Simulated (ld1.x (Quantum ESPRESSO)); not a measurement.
# A TM potential for gallium, from input to tests

Do these settings give a usable potential? It is generated, then checked for transferability, scattering, ghosts and hardness.

Method: ld1.x (Quantum ESPRESSO) 7.5, PBEsol, scalar-relativistic.

### Step 1. The atom and the settings

The settings as typed:

```json
{"element": "gallium (Ga, Z = 31)", "type": "norm-conserving Troullier–Martins (Kleinman–Bylander form)", "frozen core": "[Ar]", "valence charge": "13", "reference configuration": "3d10 4s2 4p0 (charge +1)", "partial waves": "4s (bound): rc 1.90 bohr; 4p (bound, empty): rc 1.70 bohr; 3d (bound): rc 1.30 bohr; 4f channel at -0.15 Ry: rc 1.45 bohr", "local potential": "all-electron potential smoothed inside 1.05 bohr (lloc = -1)", "core correction": "a·sin(br)/r model core, default radius (core density twice the valence density)"}
```

An earlier all-electron run gives the scale for the radii.

All-electron outer shells of the reference configuration (PBEsol, scalar-relativistic, ld1.x):

```json
{"shell": "3s", "level (eV)": "-156.09", "outermost node (bohr)": "0.27", "outermost maximum (bohr)": "0.56"}
{"shell": "3p", "level (eV)": "-107.00", "outermost node (bohr)": "0.24", "outermost maximum (bohr)": "0.56"}
{"shell": "3d", "level (eV)": "-27.46", "outermost node (bohr)": "–", "outermost maximum (bohr)": "0.53"}
{"shell": "4s", "level (eV)": "-16.36", "outermost node (bohr)": "0.81", "outermost maximum (bohr)": "1.85"}
{"shell": "4p", "level (eV)": "-9.05", "outermost node (bohr)": "0.87", "outermost maximum (bohr)": "2.32"}
```

### Step 2. Generating the potential

File Ga.in:

```
 &input
   title='Ga', zed=31., rel=1, dft='PBESOL', iswitch=3,
   config='[Ar] 3d10 4s2 4p0 4f-2',
   nld=4, rlderiv=2.05, eminld=-4.0, emaxld=5.0, deld=0.02
 /
 &inputp
   pseudotype=2, tm=.true., lloc=-1, rcloc=1.05,
   nlcc=.true.,
   file_pseudopw='Ga.UPF', file_wfcaegen='ae.wfc', file_wfcncgen='nc.wfc', file_beta='beta', file_chi='chi'
 /
4
4S  1  0   2.00   0.00  1.90  1.90  0.0
4P  2  1   0.00   0.00  1.70  1.70  0.0
3D  3  2  10.00   0.00  1.30  1.30  0.0
4F  4  3  -2.00  -0.15  1.45  1.45  0.0
 &test
   configts(1)='3d10 4s2 4p0'
 /
```

On the command line:

```
ld1.x < Ga.in > Ga.out
```

The output, Ga.out (without the banner and most projector matrices):

```text
     Program LD1 v.7.5
     --------------------------- All-electron run ----------------------------

     Ga
     scalar relativistic calculation

     atomic number is 31.00
     dft =PBESOL   lsd =0 sic =0 latt =0  beta=0.20 tr2=1.0E-14
     Exchange-correlation= PBESOL
                           (   1   4  10   8   0   0   0)
     mesh =1205 r(mesh) = 101.09016 a.u. xmin = -7.00 dx = 0.01250
     1 Ry =  13.60569312 eV, c = 137.03599908

     n l     nl                  e(Ry)          e(Ha)          e(eV)
     1 0     1S 1( 2.00)      -751.8546      -375.9273    -10229.5031
     2 0     2S 1( 2.00)       -93.3071       -46.6535     -1269.5075
     2 1     2P 1( 6.00)       -81.3289       -40.6645     -1106.5363
     3 0     3S 1( 2.00)       -11.4721        -5.7361      -156.0864
     3 1     3P 1( 6.00)        -7.8640        -3.9320      -106.9947
     3 2     3D 1(10.00)        -2.0181        -1.0091       -27.4578
     4 0     4S 1( 2.00)        -1.2026        -0.6013       -16.3619
     4 1     4P 1( 0.00)        -0.6653        -0.3326        -9.0514

     final scf error:  2.8E-15 reached in  32 iterations

     Etot =   -3884.502444 Ry,   -1942.251222 Ha,  -52851.348190 eV

     Ekin =    3950.192100 Ry,    1975.096050 Ha,   53745.101484 eV
     Encl =   -9346.556498 Ry,   -4673.278249 Ha, -127166.379466 eV
     Eh   =    1659.429207 Ry,     829.714603 Ha,   22577.684545 eV
     Exc  =    -147.567253 Ry,     -73.783626 Ha,   -2007.754753 eV

     normalization and overlap integrals

     s(1S/1S) =  1.000000  <r> =   0.0486  <r2> =    0.0032  r(max) =   0.0319
     s(2S/2S) =  1.000000  <r> =   0.2180  <r2> =    0.0561  r(max) =   0.1833
     s(2P/2P) =  1.000000  <r> =   0.1908  <r2> =    0.0446  r(max) =   0.1464
     s(3S/3S) =  1.000000  <r> =   0.6524  <r2> =    0.4916  r(max) =   0.5647
     s(3P/3P) =  1.000000  <r> =   0.6796  <r2> =    0.5451  r(max) =   0.5647
     s(3D/3D) =  1.000000  <r> =   0.8078  <r2> =    0.8532  r(max) =   0.5305
     s(4S/4S) =  1.000000  <r> =   2.2101  <r2> =    5.6120  r(max) =   1.8515
     s(4P/4P) =  1.000000  <r> =   2.8394  <r2> =    9.3842  r(max) =   2.3187

     ------------------------ End of All-electron run ------------------------

     --------------------- Generating NC pseudopotential ---------------------

      Generating local potential from pseudized AE potential:
      Matching radius rcloc =   1.0500

      Local pseudo, rcloc= 1.042 Estimated cut-off energy=    22.45 Ry

      Computing core charge for nlcc:

       r > 0.31 : true rho core
       r < 0.31 : rho core = a sin(br)/r    a=  71.96  b=   7.87

      Integrated core pseudo-charge :  11.33

      Wfc   4S  rcut= 1.898  Using Troullier-Martins method

      Wfc   4P  rcut= 1.718  Using Troullier-Martins method

      Wfc   3D  rcut= 1.305  Using Troullier-Martins method

      Wfc   4F  rcut= 1.442  Using Troullier-Martins method

     ------------------- End of pseudopotential generation -------------------

     [... the all-electron block is printed once more ...]


     Computing logarithmic derivative in   2.05913
     Computing logarithmic derivative in   2.05913
     Computing the partial wave expansion
     R is outside the sphere for l=    0 j= 0.00
     R is outside the sphere for l=    1 j= 0.00
     R is outside the sphere for l=    2 j= 0.00
     R is outside the sphere for l=    3 j= 0.00

     ---------------------- Testing the pseudopotential ----------------------

     Ga
     scalar relativistic calculation

     atomic number is 31.00   valence charge is 13.00
     dft =PBESOL   lsd =0 sic =0 latt =0  beta=0.20 tr2=1.0E-14
     mesh =1205 r(mesh) = 101.09016 xmin = -7.00 dx = 0.01250

     n l     nl             e AE (Ry)        e PS (Ry)    De AE-PS (Ry)
     3 2     3D   1(10.00)       -2.01811       -2.01812        0.00001
     1 0     4S   1( 2.00)       -1.20258       -1.20258        0.00000
     2 1     4P   1( 0.00)       -0.66527       -0.66526       -0.00000

     eps = 6.1E-15  iter =  9

     Etot =   -3884.502444 Ry,   -1942.251222 Ha,  -52851.348190 eV
     Etotps =  -182.029431 Ry,     -91.014715 Ha,   -2476.636575 eV

     Ekin =     190.767631 Ry,      95.383816 Ha,    2595.525847 eV
     Encl =    -372.703917 Ry,    -186.351959 Ha,   -5070.895121 eV
     Ehrt =     131.031069 Ry,      65.515534 Ha,    1782.768510 eV
     Ecxc =     -59.514382 Ry,     -29.757191 Ha,    -809.734421 eV
     (Ecc =     -31.596132 Ry,     -15.798066 Ha,    -429.887280 eV)
     Epseu=     -71.609831 Ry,     -35.804916 Ha,    -974.301389 eV

     ---------------------- End of pseudopotential test ----------------------
```

Wall time 1.8 s (1 thread of Neoverse-V2, shared host). (Generation and the later configuration tests together.)

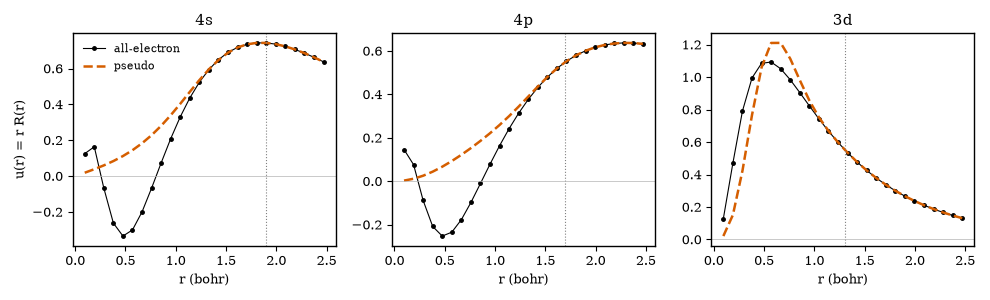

Bound waves of the atom and their pseudo partners (4s, 4p, 3d), with the matching radii dotted. The curves join 26 sampled radii, too few to resolve the innermost nodes.

### Step 3. Transferability test

File Ga.test.in:

```
 &input
   title='Ga', zed=31., rel=1, dft='PBESOL', iswitch=2,
   config='[Ar] 3d10 4s2 4p0 4f-2'
 /
 &test
   file_pseudo='Ga.UPF', nconf=8,
   configts(1)='3d10 4s2 4p0',
   configts(2)='3d10 4s2 4p1',
   configts(3)='3d10 4s1 4p0',
   configts(4)='3d10 4s0 4p0',
   configts(5)='3d9 4s2 4p1',
   configts(6)='3d10 4s1 4p2',
   configts(7)='3d10 4s1 4p1',
   configts(8)='3d9 4s0 4p0'
 /
```

On the command line:

```
ld1.x < Ga.test.in > Ga.test.out
```

Ga.test.out, the pseudopotential blocks, each with the warnings that came before it:

```text
     ---------------------- Testing the pseudopotential ----------------------

     Ga
     scalar relativistic calculation

     atomic number is 31.00   valence charge is 13.00
     dft =PBESOL   lsd =0 sic =0 latt =0  beta=0.20 tr2=1.0E-14
     mesh =1205 r(mesh) = 101.09016 xmin = -7.00 dx = 0.01250

     n l     nl             e AE (Ry)        e PS (Ry)    De AE-PS (Ry)
     3 2     3D   1(10.00)       -2.01811       -2.01812        0.00001
     1 0     4S   1( 2.00)       -1.20258       -1.20258        0.00000
     2 1     4P   1( 0.00)       -0.66527       -0.66526       -0.00000

     eps = 6.4E-15  iter =  9

     Etot =   -3884.502444 Ry,   -1942.251222 Ha,  -52851.348190 eV
     Etotps =  -182.029431 Ry,     -91.014715 Ha,   -2476.636576 eV

     Ekin =     190.767631 Ry,      95.383816 Ha,    2595.525846 eV
     Encl =    -372.703917 Ry,    -186.351959 Ha,   -5070.895122 eV
     Ehrt =     131.031069 Ry,      65.515534 Ha,    1782.768510 eV
     Ecxc =     -59.514382 Ry,     -29.757191 Ha,    -809.734421 eV
     (Ecc =     -31.596132 Ry,     -15.798066 Ha,    -429.887280 eV)
     Epseu=     -71.609831 Ry,     -35.804916 Ha,    -974.301389 eV

     ---------------------- End of pseudopotential test ----------------------

     ---------------------- Testing the pseudopotential ----------------------

     Ga
     [...]
     n l     nl             e AE (Ry)        e PS (Ry)    De AE-PS (Ry)
     3 2     3D   1(10.00)       -1.40837       -1.41183        0.00346
     1 0     4S   1( 2.00)       -0.65871       -0.65884        0.00012
     2 1     4P   1( 1.00)       -0.18894       -0.18908        0.00015

     eps = 6.3E-16  iter =  9

     Etot =   -3884.919876 Ry,   -1942.459938 Ha,  -52857.027641 eV
     Etotps =  -182.446958 Ry,     -91.223479 Ha,   -2482.317322 eV
     dEtot_ae =      -0.417432 Ry
     dEtot_ps =      -0.417527 Ry,   Delta E=       0.000095 Ry

     [...]
     ---------------------- End of pseudopotential test ----------------------

     ---------------------- Testing the pseudopotential ----------------------

     Ga
     [...]
     n l     nl             e AE (Ry)        e PS (Ry)    De AE-PS (Ry)
     3 2     3D   1(10.00)       -2.89489       -2.89059       -0.00429
     1 0     4S   1( 1.00)       -1.91329       -1.91463        0.00134
     2 1     4P   1( 0.00)       -1.29739       -1.29908        0.00169

     eps = 1.2E-15  iter =  7

     Etot =   -3882.949002 Ry,   -1941.474501 Ha,  -52830.212540 eV
     Etotps =  -180.475282 Ry,     -90.237641 Ha,   -2455.491303 eV
     dEtot_ae =       1.553442 Ry
     dEtot_ps =       1.554149 Ry,   Delta E=      -0.000707 Ry

     [...]
     ---------------------- End of pseudopotential test ----------------------

     ---------------------- Testing the pseudopotential ----------------------

     Ga
     [...]
     n l     nl             e AE (Ry)        e PS (Ry)    De AE-PS (Ry)
     3 2     3D   1(10.00)       -3.85556       -3.84704       -0.00852  !
     1 0     4S   1( 0.00)       -2.66820       -2.67319        0.00498
     2 1     4P   1( 0.00)       -1.97821       -1.98762        0.00941  !

     eps = 6.5E-17  iter =  7

     Etot =   -3880.661650 Ry,   -1940.330825 Ha,  -52799.091522 eV
     Etotps =  -178.184799 Ry,     -89.092399 Ha,   -2424.327692 eV
     dEtot_ae =       3.840794 Ry
     dEtot_ps =       3.844632 Ry,   Delta E=      -0.003838 Ry

     [...]
     ---------------------- End of pseudopotential test ----------------------

     ---------------------- Testing the pseudopotential ----------------------

     Ga
     [...]
     n l     nl             e AE (Ry)        e PS (Ry)    De AE-PS (Ry)
     3 2     3D   1( 9.00)       -2.71454       -2.74417        0.02962  !
     1 0     4S   1( 2.00)       -1.42266       -1.41420       -0.00846  !
     2 1     4P   1( 1.00)       -0.81786       -0.81440       -0.00346

     eps = 1.7E-15  iter = 21

     Etot =   -3882.883194 Ry,   -1941.441597 Ha,  -52829.317173 eV
     Etotps =  -180.391634 Ry,     -90.195817 Ha,   -2454.353214 eV
     dEtot_ae =       1.619250 Ry
     dEtot_ps =       1.637797 Ry,   Delta E=      -0.018547 Ry

     [...]
     ---------------------- End of pseudopotential test ----------------------

     ---------------------- Testing the pseudopotential ----------------------

     Ga
     [...]
     n l     nl             e AE (Ry)        e PS (Ry)    De AE-PS (Ry)
     3 2     3D   1(10.00)       -1.54684       -1.55002        0.00318
     1 0     4S   1( 1.00)       -0.73917       -0.73952        0.00035
     2 1     4P   1( 2.00)       -0.24653       -0.24661        0.00008

     eps = 9.6E-15  iter =  7

     Etot =   -3884.438386 Ry,   -1942.219193 Ha,  -52850.476640 eV
     Etotps =  -181.965287 Ry,     -90.982643 Ha,   -2475.763852 eV
     dEtot_ae =       0.064058 Ry
     dEtot_ps =       0.064144 Ry,   Delta E=      -0.000086 Ry

     [...]
     ---------------------- End of pseudopotential test ----------------------

     ---------------------- Testing the pseudopotential ----------------------

     Ga
     [...]
     n l     nl             e AE (Ry)        e PS (Ry)    De AE-PS (Ry)
     3 2     3D   1(10.00)       -2.15171       -2.15103       -0.00069
     1 0     4S   1( 1.00)       -1.28250       -1.28257        0.00006
     2 1     4P   1( 1.00)       -0.73138       -0.73132       -0.00006

     eps = 2.5E-15  iter =  7

     Etot =   -3883.958198 Ry,   -1941.979099 Ha,  -52843.943342 eV
     Etotps =  -181.485056 Ry,     -90.742528 Ha,   -2469.229978 eV
     dEtot_ae =       0.544246 Ry
     dEtot_ps =       0.544375 Ry,   Delta E=      -0.000129 Ry

     [...]
     ---------------------- End of pseudopotential test ----------------------

     Warning: n=1, l=0 expected 0 nodes, found 1
     ---------------------- Testing the pseudopotential ----------------------

     Ga
     [...]
     n l     nl             e AE (Ry)        e PS (Ry)    De AE-PS (Ry)
     3 2     3D   1( 9.00)       -5.56227       -5.59165        0.02938  !
     1 0     4S   1( 0.00)       -3.71857       -3.74809        0.02951  !
     2 1     4P   1( 0.00)       -2.92276       -3.00098        0.07822  !

     eps = 9.4E-15  iter =  7

     Etot =   -3875.969108 Ry,   -1937.984554 Ha,  -52735.246241 eV
     Etotps =  -173.482864 Ry,     -86.741432 Ha,   -2360.354612 eV
     dEtot_ae =       8.533336 Ry
     dEtot_ps =       8.546567 Ry,   Delta E=      -0.013231 Ry

     [...]
     ---------------------- End of pseudopotential test ----------------------
```

Energies count from the reference configuration 3d10 4s2 4p0; the error is all-electron less pseudo. A star marks tests that logged a warning. The frozen-core shift comes from a second all-electron run, not shown, with the core orbitals held at their reference shape; it is that run's ΔE less the relaxed one.

| valence configuration | charge | ΔE all-electron (eV) | error AE − PS (meV) | frozen-core shift (meV) |
| --- | --- | --- | --- | --- |
| 3d10 4s2 4p1 | 0 | -5.679 | +1.3 | -0.6 |
| 3d10 4s1 4p0 | +2 | 21.136 | -9.6 | +3.4 |
| 3d10 4s0 4p0 | +3 | 52.257 | -52 | +14 |
| 3d9 4s2 4p1 | +1 | 22.031 | -252 | +207 |
| 3d10 4s1 4p2 | 0 | 0.872 | -1.2 | +0.2 |
| 3d10 4s1 4p1 | +1 | 7.405 | -1.8 | +0.9 |
| 3d9 4s0 4p0 * | +4 | 116.102 | -180 | +347 |

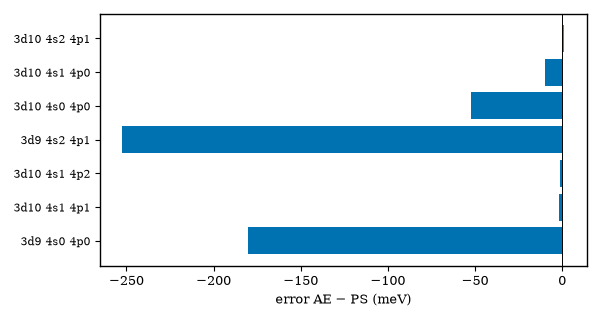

Error of the potential in each test configuration.

### Step 4. Scattering by logarithmic derivatives

Taken from the files of the generation run. The phase is arctan(r·u′/u) with u = r·R, unwrapped, with energies in Ry. A pole is an energy at which the radial function vanishes at the test radius. The pseudo phase is shifted by a multiple of π to meet the all-electron one at the reference energy. Levels narrower than the energy grid can be missing from the poles. The last column is the largest difference on the grid between −1 and +1 Ry.

| channel | radius (bohr) | reference (Ry) | poles AE | poles PS | window around the reference with phases within 0.05 rad (Ry) | largest difference near zero (rad) |
| --- | --- | --- | --- | --- | --- | --- |
| s | 2.06 | -1.20 | 1.77 | 1.69 | below 4.5 | 0.004 |
| p | 2.06 | -0.67 | 3.23 | 1.29, 4.46 | below 0.3 | 0.098 |
| d | 2.06 | -2.02 | -1.88 | -1.88 | below 1.1 | 0.027 |
| f | 2.06 | -0.15 | none | none | the whole range | 0.000 |

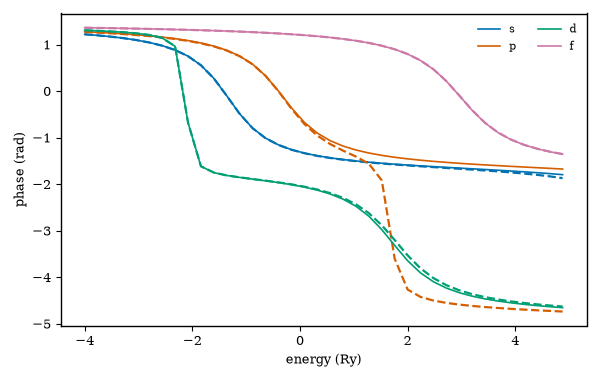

All-electron (solid) and pseudo (dashed) phases against energy.

### Step 5. Plane-wave convergence, by spherical Bessel functions

A separate test, outside the generator: the pseudo-atom's Hamiltonian at the reference potential is diagonalised in spherical Bessel functions j_l(qr) that vanish at 20 bohr, with q² up to the cutoff.

All-electron valence levels (Ry): 4s -1.2026, 4p -0.6653, 3d -2.0181. The lowest levels of each channel (Ry) by cutoff; the last column sums, over occupied levels, occupation times the distance from the level at 400 Ry. A positive value at high cutoff is not a bound level.

```tsv
cutoff (Ry)	s #1	s #2	p #1	d #1	f #1	Σ f·Δε (mRy)
8	-1.1835	-0.2850	-0.6612	-0.2175	-0.0481	18044.6
15	-1.2335	-0.9892	-0.6641	-0.2348	-0.0481	17895.3
25	-4.5050	-1.1990	-0.6644	-0.2622	-0.0481	17566.8
40	-6.6613	-1.2024	-0.6651	-0.3599	-0.0481	16582.0
55	-7.0887	-1.2025	-0.6652	-0.6749	-0.0481	13432.3
90	-7.2234	-1.2026	-0.6652	-1.7280	-0.0481	2900.8
120	-7.2312	-1.2026	-0.6653	-1.9816	-0.0481	365.3
180	-7.2318	-1.2026	-0.6653	-2.0176	-0.0481	5.4
260	-7.2318	-1.2026	-0.6653	-2.0179	-0.0481	2.1
300	-7.2318	-1.2026	-0.6653	-2.0181	-0.0481	0.4
400	-7.2318	-1.2026	-0.6653	-2.0181	-0.0481	0.0
```

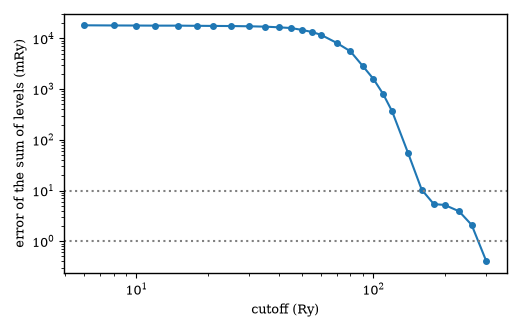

Occupation-weighted error of the valence levels against the cutoff; the dotted lines mark 10 and 1 mRy.

The sum stays within 10 mRy from 180 Ry and within 1 mRy from 300 Ry. The sum leaves out empty levels, which can need more. Ghost test: ghost state, bound below the all-electron valence or empty levels of the same l: s at -98.4 eV.

### Step 6. Summary of results

```
                                                quantity                      value
               cutoffs for 10 and 1 mRy, occupied levels          180 Ry and 300 Ry
                                            bound ghosts             s at -98.39 eV
                            largest test error (AE − PS)  -252 meV, for 3d9 4s2 4p1
largest phase difference near zero energy, channels read                  0.098 rad
```

What this shows: It has a bound ghost (s), a state that the atom doesn't have, and that rules the file out. By total energies transferability is poor: the largest error is 252 meV on 22.0 eV, for 3d9 4s2 4p1. Freezing the core accounts for most of it. It counts as very hard, with 180 Ry needed at the looser tolerance. The slowest occupied level is 3d: taken alone it needs 180 Ry to come within 1 mRy, against 35 Ry for 4s. Near zero energy the largest phase difference among the channels read is 0.10 rad, in the p channel. The pseudo curves have a pole with no partner nearby in the atom's: p at 1.29 Ry. At positive energy that is a spurious or a displaced resonance. All of this concerns the isolated atom, not yet a solid.
